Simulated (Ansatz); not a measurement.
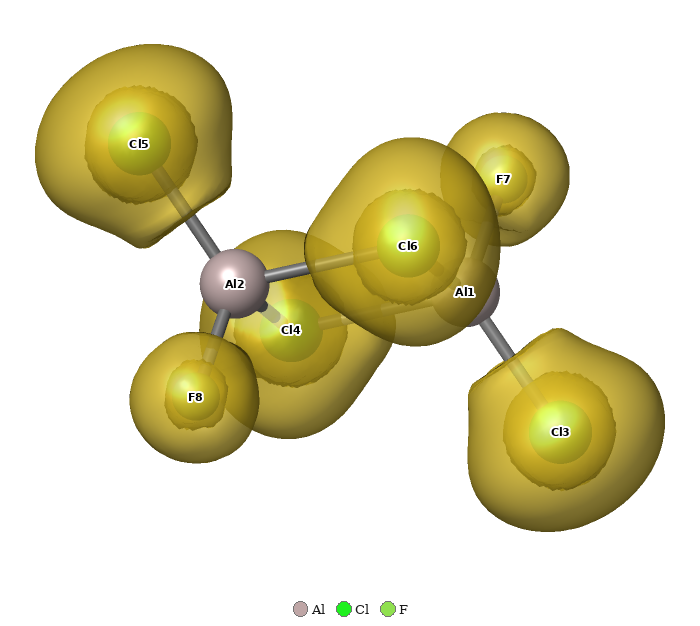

Figure 1: Al₂Cl₄F₂. Isosurface of the electron localisation function at 0.75 (yellow), seen at a tilt. Only the valence region is drawn (cores and ρ < 0.01 e/Å³ removed).

Geometry: PBE0-D4/def2-SVP.

Method: isolated molecule in a Gaussian basis; Kohn-Sham density functional theory, functional PBE0 in Ansatz 0.2.0.

Input

```
crystal:
  periodic: [false, false, false]
  atoms:
    - {symbol: Al, position_ang: [0.884119, -1.200173, 0.540485]}
    - {symbol: Al, position_ang: [-0.884289, 1.200085, -0.540482]}
    - {symbol: Cl, position_ang: [0.093509, -3.104406, 0.773559]}
    - {symbol: Cl, position_ang: [0.432140, -0.368139, -1.525129]}
    - {symbol: Cl, position_ang: [-0.089207, 3.102589, -0.772770]}
    - {symbol: Cl, position_ang: [-0.435258, 0.366141, 1.524744]}
    - {symbol: F, position_ang: [2.456259, -0.837687, 0.900595]}
    - {symbol: F, position_ang: [-2.457273, 0.841579, -0.901002]}
basis:
  gaussian: {orbitals: def2-SVPD}
hamiltonian: {xc: pbe0}
output: {forces: true, orbitals: {seedname: orbitals}}
```

Launched as:

```sh
ansatz run input.yaml --threads 2 --pin off --max-ram 6090MiB --events-out events.jsonl --progress --plain --runs-dir runs
```

Q: Identify the bonds, lone pairs and shells in this picture.

A: The surface consists of four regions on Cl in which the atom's valence shell and bonds are merged and two regions wrapped around F (the valence shell of each). Along the contacts the grid gives the following. Al–F (1.65 Å): the ELF peaks at about 0.85 in the valence shell of F, 0.6 Å from its nucleus, and is about 0.30 at the midpoint. Al–Cl (2.07 Å): the ELF peaks at about 0.90 in the valence shell of Cl, 0.9 Å from its nucleus, and is about 0.80 at the midpoint.
